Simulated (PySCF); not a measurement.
## Two runs on C7H5NS

System: C7H5NS (Phenyl Isothiocyanate), SMILES S=C=Nc1ccccc1.
Method of run 1: GIAO WP04/pcSseg-1 NMR shielding, non-relativistic, IEF-PCM chloroform (PySCF 2.14.0).

The geometry comes from this level: PBE0-D3(BJ)/def2-SVP. Text and figures count atoms from 1; the logs count them from 0 in places.

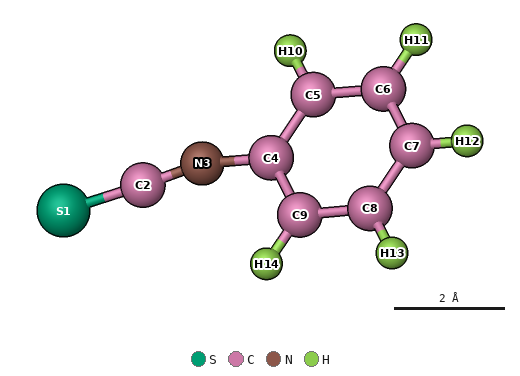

The input geometry (ball-and-stick view, seen at a tilt; atoms are numbered from 1 in the order of the input). Bond lengths as drawn: C–C 1.39 to 1.40 Å, C–H 1.09 Å, C–N 1.19 to 1.37 Å and C–S 1.58 Å.

Input file, run 1:
```
{"job": {"kind": "nmr", "xc": "WP04", "basis": "pcSseg-1", "solvent": "chloroform", "pop": false}, "charge": 0, "multiplicity": 1}
S      4.832985    -0.618882     0.065716
C      3.267257    -0.814792     0.014592
N      2.094619    -1.011493    -0.010621
C      0.741982    -0.855866    -0.139392
C     -0.109022    -1.947705     0.084467
C     -1.484094    -1.788097    -0.047653
C     -2.021766    -0.550551    -0.400828
C     -1.173574     0.534700    -0.622821
C      0.203301     0.391015    -0.494699
H      0.325224    -2.910034     0.360030
H     -2.142789    -2.641684     0.127538
H     -3.102374    -0.431209    -0.503396
H     -1.587903     1.506868    -0.899664
H      0.875689     1.233495    -0.666222
```

The first line tells a small driver script what to run in PySCF; the rest is the geometry in Å.

Launched with:
```bash
OMP_NUM_THREADS=1 python <driver script> task.json out
```

Hardware: 1 CPU thread, shared host.

Output (run 1):
```
coarse grid: 13392 points
cycle   1  E = -734.0496832438  dE =  1.479e+00  |g| = 6.148e-01  |ddm| = 4.044e+00
cycle   2  E = -733.9851592312  dE =  6.452e-02  |g| = 7.952e-01  |ddm| = 1.339e+00
cycle   3  E = -734.1321518975  dE = -1.470e-01  |g| = 1.982e-01  |ddm| = 7.570e-01
cycle   4  E = -734.1413416374  dE = -9.190e-03  |g| = 5.792e-02  |ddm| = 1.766e-01
cycle   5  E = -734.1418726498  dE = -5.310e-04  |g| = 2.707e-02  |ddm| = 5.496e-02
cycle   6  E = -734.1420285029  dE = -1.559e-04  |g| = 1.198e-02  |ddm| = 3.265e-02
cycle   7  E = -734.1420698275  dE = -4.132e-05  |g| = 1.939e-03  |ddm| = 1.337e-02
cycle   8  E = -734.1420705285  dE = -7.010e-07  |g| = 8.290e-04  |ddm| = 2.129e-03
final grid: 128056 points
cycle   9  E = -734.2213892170  dE = -4.350e-05  |g| = 6.855e-03  |ddm| = 5.757e-02
cycle  10  E = -734.2213725801  dE =  1.664e-05  |g| = 1.012e-02  |ddm| = 1.752e-02
cycle  11  E = -734.2213992904  dE = -2.671e-05  |g| = 3.629e-03  |ddm| = 1.215e-02
cycle  12  E = -734.2214024593  dE = -3.169e-06  |g| = 3.750e-04  |ddm| = 2.849e-03
cycle  13  E = -734.2214024885  dE = -2.921e-08  |g| = 1.820e-04  |ddm| = 5.531e-04
cycle  14  E = -734.2214024951  dE = -6.578e-09  |g| = 6.683e-05  |ddm| = 1.833e-04
cycle  15  E = -734.2214024962  dE = -1.061e-09  |g| = 1.851e-05  |ddm| = 6.831e-05
cycle  16  E = -734.2214024962  dE = -8.595e-11  |g| = 6.833e-06  |ddm| = 2.050e-05
converged SCF energy = -734.2214024962

GIAO shielding tensors (ppm)
atom      isotropic    diamagn.    paramagn.     s11        s22        s33       span
  0 S      663.358    1059.811    -396.453    553.497    556.562    880.015    326.517
  1 C       35.794     271.870    -236.076    -79.246    -56.210    242.836    322.082
  2 N      129.797     333.393    -203.596     -1.787     28.875    362.303    364.090
  3 C       37.660     258.684    -221.023    -60.074     52.031    121.024    181.098
  4 C       40.595     249.804    -209.209    -55.285     22.563    154.506    209.791
  5 C       37.644     253.609    -215.964    -72.170     21.762    163.341    235.511
  6 C       39.255     253.983    -214.729    -68.981     21.770    164.976    233.957
  7 C       37.176     254.733    -217.556    -72.565     21.483    162.611    235.176
  8 C       35.647     253.724    -218.078    -65.629     21.161    151.408    217.036
  9 H       24.436      29.017      -4.581     20.723     23.635     28.949      8.226
 10 H       24.248      28.298      -4.050     21.012     24.593     27.141      6.129
 11 H       24.309      29.473      -5.163     21.269     24.745     26.915      5.646
 12 H       24.218      31.131      -6.913     21.004     24.461     27.190      6.186
 13 H       24.239      33.082      -8.843     20.600     23.029     29.089      8.489
```

For run 2 the input was changed thus:
```diff
-"xc": "WP04"
+"xc": "wB97X-D"
```

Predict how the results change.

The total energies belong to different methods, so their difference says nothing on which is more stable or more accurate. The HOMO goes from −7.94 to −8.47 eV. The LUMO goes from −3.43 to 0.21 eV. The dipole moment goes from 4.10 to 4.38 D. Of all shieldings, the largest change is that of S1, by +50.3 ppm. The functional changes from WP04 to wB97X-D. Exact exchange removes part of the self-interaction error of semilocal functionals, which pushes filled and empty levels apart. The SCF takes 14 iterations against 16.

Output (run 2):
```
coarse grid: 13392 points
cycle   1  E = -722.3945941120  dE =  2.000e+00  |g| = 4.205e-01  |ddm| = 3.856e+00
cycle   2  E = -722.4035605989  dE = -8.966e-03  |g| = 4.339e-01  |ddm| = 9.102e-01
cycle   3  E = -722.4507386965  dE = -4.718e-02  |g| = 4.375e-02  |ddm| = 3.813e-01
cycle   4  E = -722.4511296130  dE = -3.909e-04  |g| = 3.094e-02  |ddm| = 8.795e-02
cycle   5  E = -722.4513181606  dE = -1.885e-04  |g| = 9.280e-03  |ddm| = 2.791e-02
cycle   6  E = -722.4513369524  dE = -1.879e-05  |g| = 2.811e-03  |ddm| = 8.875e-03
cycle   7  E = -722.4513392377  dE = -2.285e-06  |g| = 5.919e-04  |ddm| = 3.459e-03
final grid: 128056 points
cycle   8  E = -722.5117235447  dE = -1.400e-04  |g| = 6.158e-03  |ddm| = 4.969e-02
cycle   9  E = -722.5117198675  dE =  3.677e-06  |g| = 7.720e-03  |ddm| = 1.061e-02
cycle  10  E = -722.5117315706  dE = -1.170e-05  |g| = 8.825e-04  |ddm| = 4.936e-03
cycle  11  E = -722.5117317312  dE = -1.606e-07  |g| = 3.977e-04  |ddm| = 1.263e-03
cycle  12  E = -722.5117317732  dE = -4.201e-08  |g| = 7.902e-05  |ddm| = 4.784e-04
cycle  13  E = -722.5117317761  dE = -2.845e-09  |g| = 3.163e-05  |ddm| = 1.513e-04
cycle  14  E = -722.5117317769  dE = -7.833e-10  |g| = 1.462e-05  |ddm| = 8.431e-05
converged SCF energy = -722.5117317769

GIAO shielding tensors (ppm)
atom      isotropic    diamagn.    paramagn.     s11        s22        s33       span
  0 S      713.700    1056.694    -342.994    615.180    622.384    903.535    288.355
  1 C       41.310     270.510    -229.200    -71.491    -51.097    246.519    318.009
  2 N      144.650     332.761    -188.111     15.531     37.891    380.527    364.996
  3 C       48.518     258.384    -209.866    -57.804     66.461    136.898    194.701
  4 C       51.598     249.217    -197.620    -46.293     34.028    167.058    213.352
  5 C       48.099     253.774    -205.675    -63.759     30.868    177.188    240.947
  6 C       49.624     254.035    -204.412    -61.314     31.266    178.919    240.233
  7 C       47.712     254.161    -206.449    -64.155     30.746    176.545    240.700
  8 C       47.292     252.137    -204.845    -54.895     32.804    163.966    218.861
  9 H       23.903      28.537      -4.634     20.063     23.261     28.385      8.322
 10 H       23.706      28.152      -4.446     20.347     24.274     26.497      6.150
 11 H       23.775      29.222      -5.447     20.642     24.450     26.233      5.591
 12 H       23.673      30.494      -6.821     20.342     24.131     26.547      6.205
 13 H       23.714      31.947      -8.232     19.948     22.705     28.491      8.543
```

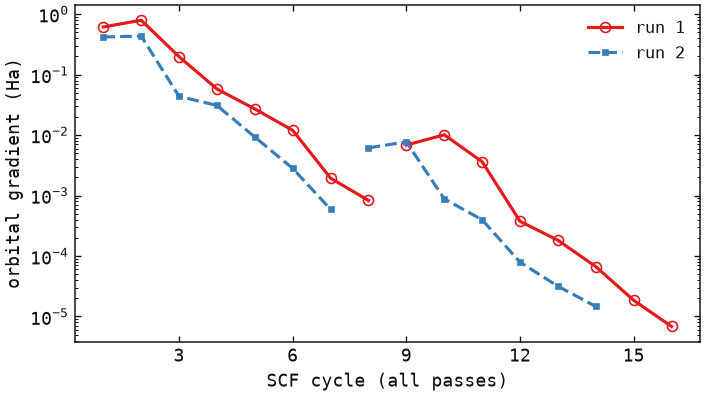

Convergence of the two runs: orbital gradient against the SCF cycle. A break in a curve parts two SCF passes (coarse and final grid). Run 1 takes 16 cycles in all, and run 2 takes 14.

The two runs side by side:

| quantity | run 1 | run 2 |
| --- | --- | --- |
| outcome | converged | converged |
| total energy (hartree) | −734.221402 | −722.511732 |
| HOMO (eV) | −7.94 | −8.47 |
| LUMO (eV) | −3.43 | 0.21 |
| dipole moment (D) | 4.10 | 4.38 |
| shielding of S1 (ppm) | 663.4 | 713.7 |
| shielding of N3 (ppm) | 129.8 | 144.6 |
| shielding of C4 (ppm) | 37.7 | 48.5 |
| shielding of C5 (ppm) | 40.6 | 51.6 |
| shielding of C6 (ppm) | 37.6 | 48.1 |
| shielding of C8 (ppm) | 37.2 | 47.7 |
| shielding of C9 (ppm) | 35.6 | 47.3 |
| SCF iterations | 16 | 14 |
| basis functions | 185 | 185 |
| wall time (shared host) | 65 s | 86 s |
